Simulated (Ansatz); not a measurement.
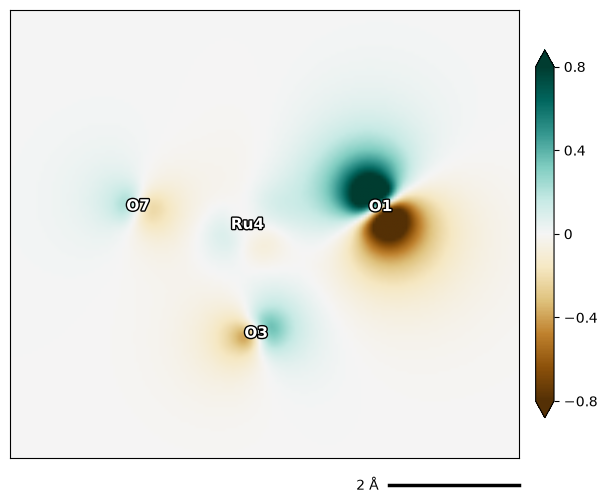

Figure 1: HO5Ru (charge −1). The HOMO on the plane of atoms O1, Ru4 and O7 (values in Å⁻³ᐟ²; the overall sign is arbitrary).

Geometry: PBE0-D4/def2-TZVPD; core potentials replace the inner electrons of Ru.

These are results of Ansatz 0.2.0, RKS PBE0-D4/def2-TZVPPD, not measurements.

```xyz
7

O    -0.6647    0.8148   -1.2048
H     0.0508    0.7345   -1.8427
O    -0.7174   -1.6415    0.0010
Ru    0.0465   -0.2100    0.4443
O     1.4949    0.0174   -0.4419
O    -1.0511    0.8836    1.1332
O     0.8409   -0.5989    1.9110
```

Where does this orbital lie, and at what energy?

By Hirshfeld shares it lies mainly on O1 (about 65 %), O5 (about 15 %) and O6 (about 10 %). Its energy is −2.88 eV.
